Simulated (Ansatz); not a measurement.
# InH2 (SMILES [InH2]) at 6 levels

Aim: a comparison of 6 runs (U-r2SCAN/STO-3G, UBHLYP/STO-3G, UPBE/STO-3G, UPBE0/STO-3G, USVWN5/STO-3G, UCCSD(T)/STO-3G) of InH2. 

The results are computed with Ansatz 0.2.0.

22 further runs of the same task are left out: 22 set aside as unsound or not needed.

**1. The system as given**

The species is InH2 (3 atoms), meant as a doublet with charge 0. SMILES: `[InH2]`. The H3–In1 distance was set to 2.198 Å, away from the relaxed value.

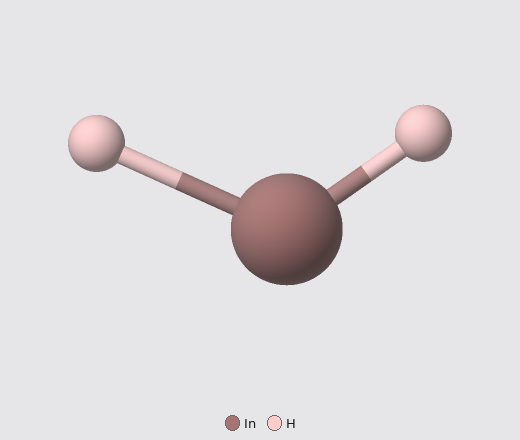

The structure, seen from a chosen angle (indium brown, hydrogen pink).

**2. The energy at U-r2SCAN/STO-3G (run 1)**

Input file molecule.yaml:

```yaml
crystal:
  periodic: [false, false, false]
  atoms:
    - symbol: In
      position_ang: [0.752440, -0.305562, 0.358405]
    - symbol: H
      position_ang: [1.059140, 1.385238, 0.730205]
    - symbol: H
      position_ang: [-1.086900, -0.904800, -0.684700]
basis:
  gaussian:
    orbitals: STO-3G
magnetization:
  spin_polarized: true
  initial_magnetization: 1
hamiltonian:
  xc: {name: r2SCAN}
accuracy: high
```

Started as:

```
$ ansatz run molecule.yaml --threads 1 --pin off --max-ram 2610MiB --events-out events.jsonl --progress --plain --runs-dir runs
```

Standard output:

```text
Warning: RAYON_NUM_THREADS=1 ignored (pool sized by the plan → 1); use --threads N
Functional definition: r2SCAN
  name "r2SCAN"
  parameter k0 = 0.174
  parameter k1 = 0.065
  parameter a1 = 4.9479
  exchange = r2scan_x(k0 = k0, k1 = k1, a1 = a1)
  correlation = r2scan_c
499 factors; integrals over basis functions are off by at most 4.0e-9 eV
mean field evaluation 1: about -154724.3305 eV, gradient 1.3e1 eV
mean field evaluation 2: about -154723.5056 eV, gradient 1.4e1 eV
mean field evaluation 4: about -154726.4604 eV, gradient 9.2e-1 eV
mean field evaluation 8: about -154726.4427 eV, gradient 1.4e-2 eV
mean field evaluation 16: about -154726.4427 eV, gradient 7.1e-7 eV
mean field -154726.44269162 eV, -5686.0918915673 hartree, gradient 1.4e-8 eV, S^2 0.753709; 0 other end points of the search recorded, 0 dependent functions left out
reference -154726.44269248 eV, -5686.0918915989 hartree; 26, 25 occupied and 3, 4 virtual orbitals, 499 factors
Total energy: -154726.44269248 eV, -5686.0918915989 hartree
```

It took 5.7 s on 1 thread of Arm Neoverse V2, shared host; peak memory 0.19 GiB.

**3. The energy at UBHLYP/STO-3G (run 2)**

Input file molecule.yaml:

```yaml
crystal:
  periodic: [false, false, false]
  atoms:
    - {symbol: In, position_ang: [0.752440, -0.305562, 0.358405]}
    - {symbol: H, position_ang: [1.059140, 1.385238, 0.730205]}
    - {symbol: H, position_ang: [-1.086900, -0.904800, -0.684700]}
basis:
  gaussian:
    orbitals: STO-3G
hamiltonian:
  xc: {name: BHLYP}
magnetization:
  spin_polarized: true
  initial_magnetization: 1
accuracy: high
```

Started as:

```
$ ansatz run molecule.yaml --threads 1 --pin off --max-ram 2610MiB --events-out events.jsonl --progress --plain --runs-dir runs
```

Standard output:

```text
Warning: RAYON_NUM_THREADS=1 ignored (pool sized by the plan → 1); use --threads N
Functional definition: BHLYP
  name "BHLYP"
  parameter a = 0.5
  exchange = (1 - a)*b88_x + a*exact_x
  correlation = lyp_c
499 factors; integrals over basis functions are off by at most 4.0e-9 eV
mean field evaluation 1: about -154725.3949 eV, gradient 7.1e0 eV
mean field evaluation 2: about -154726.1108 eV, gradient 3.5e0 eV
mean field evaluation 4: about -154726.3023 eV, gradient 2.0e-1 eV
mean field evaluation 8: about -154726.2766 eV, gradient 9.3e-3 eV
mean field evaluation 16: about -154726.2766 eV, gradient 4.0e-6 eV
mean field -154726.27660856 eV, -5686.0857881275 hartree, gradient 3.5e-8 eV, S^2 0.765979; 0 other end points of the search recorded, 0 dependent functions left out
reference -154726.27662577 eV, -5686.0857887599 hartree; 26, 25 occupied and 3, 4 virtual orbitals, 499 factors
Total energy: -154726.27662577 eV, -5686.0857887599 hartree
```

It took 2.1 s on 1 thread of Arm Neoverse V2, shared host; peak memory 0.13 GiB.

Run 3 isn't shown in full; the table further down has it.

**4. The energy at UPBE0/STO-3G (run 4)**

Input file run.yaml:

```yaml
crystal:
  periodic: [false, false, false]
  atoms:
    - symbol: In
      position_ang: [0.752440, -0.305562, 0.358405]
    - symbol: H
      position_ang: [1.059140, 1.385238, 0.730205]
    - symbol: H
      position_ang: [-1.086900, -0.904800, -0.684700]
basis:
  gaussian: {orbitals: STO-3G}
magnetization: {spin_polarized: true, initial_magnetization: 1}
hamiltonian: {xc: pbe0}
accuracy: high
```

Started as:

```
$ ansatz run run.yaml --threads 1 --pin off --max-ram 2610MiB --events-out events.jsonl --progress --plain --runs-dir runs
```

Standard output:

```text
Warning: RAYON_NUM_THREADS=1 ignored (pool sized by the plan → 1); use --threads N
Functional definition: PBE0
  name "PBE0"
  parameter a = 0.25
  parameter kappa = 0.804
  parameter beta = 0.06672455060314922
  exchange = (1 - a)*pbe_x(kappa = kappa, mu = beta*pi^2/3) + a*exact_x
  correlation = pbe_c(beta = beta)
499 factors; integrals over basis functions are off by at most 4.0e-9 eV
mean field evaluation 1: about -154712.9838 eV, gradient 8.1e0 eV
mean field evaluation 2: about -154713.2439 eV, gradient 7.2e0 eV
mean field evaluation 4: about -154713.9368 eV, gradient 2.7e-1 eV
mean field evaluation 8: about -154713.8999 eV, gradient 7.7e-3 eV
mean field evaluation 16: about -154713.8999 eV, gradient 1.1e-6 eV
mean field -154713.89994856 eV, -5685.6309542618 hartree, gradient 2.5e-8 eV, S^2 0.754676; 0 other end points of the search recorded, 0 dependent functions left out
reference -154713.89994991 eV, -5685.6309543112 hartree; 26, 25 occupied and 3, 4 virtual orbitals, 499 factors
Total energy: -154713.89994991 eV, -5685.6309543112 hartree
```

It took 2 s on 1 thread of Arm Neoverse V2, shared host; peak memory 0.13 GiB.

Run 5 isn't shown in full; the table further down has it.

**5. A single-point energy at UCCSD(T)/STO-3G (run 6)**

Input file input.yaml:

```yaml
crystal:
  periodic: [false, false, false]
  atoms:
    - {symbol: In, position_ang: [0.752440, -0.305562, 0.358405]}
    - {symbol: H, position_ang: [1.059140, 1.385238, 0.730205]}
    - {symbol: H, position_ang: [-1.086900, -0.904800, -0.684700]}
basis:
  gaussian:
    orbitals: STO-3G
magnetization:
  spin_polarized: true
  initial_magnetization: 1
correlation:
  method: ccsd_t
  frozen_orbitals: {H: 0, In: 18}
accuracy: high
scf:
  omitted_lower_state_checks: [cluster_reference, increment]
```

Started as:

```
$ ansatz run input.yaml --threads 1 --pin off --max-ram 2610MiB --events-out events.jsonl --progress --plain --runs-dir runs
```

Standard output:

```text
Warning: RAYON_NUM_THREADS=1 ignored (pool sized by the plan → 1); use --threads N
[... 12 lines left out ...]
18 core orbitals not correlated: weight in the atoms' cores, before any rotation towards them, 1.000 or more for the frozen orbitals, at most 0.000 for the correlated occupied ones
[... 26 lines left out ...]
Total energy: -154668.28239537 eV, -5683.9545401026 hartree
Checks for a lower state left out: cluster_reference, increment
```

It took 0.64 s on 1 thread of Arm Neoverse V2, shared host.

**6. Overview of the runs**

| run | level | frozen core orbitals | energy (Eh) | ⟨S²⟩ | wall time |
| --- | --- | --- | --- | --- | --- |
| 1 | U-r2SCAN/STO-3G | – | -5686.091892 | 0.754 | 5.7 s |
| 2 | UBHLYP/STO-3G | – | -5686.085789 | 0.766 | 2.1 s |
| 3 | UPBE/STO-3G | – | -5685.304510 | 0.751 | 1.9 s |
| 4 | UPBE0/STO-3G | – | -5685.630954 | 0.755 | 2 s |
| 5 | USVWN5/STO-3G | – | -5680.259903 | 0.751 | 1.1 s |
| 6 | UCCSD(T)/STO-3G | 18 | -5683.954540 | 0.810 | 0.64 s |

**7. Summary of results**

| quantity | value |
| --- | --- |
| run 6: total energy | -5683.95454 Eh |
| run 6: correlation energy (18 core orbitals frozen) | -50.1 mEh |
| run 6: (T) correction | -0.60 mEh |
| run 6: ⟨S²⟩ of the reference determinant | 0.810 |
| run 6: T1 diagnostic | 0.022 |

Totals of different functionals can't be ranked against each other. In runs 1, 2, 3, 4, 5, 6 the basis is minimal, so the values are rough. In runs 1, 2, 3, 4, 5, 6 relativity is left out where basis or elements ask for it. All runs together took 14 s, the longest 5.7 s.
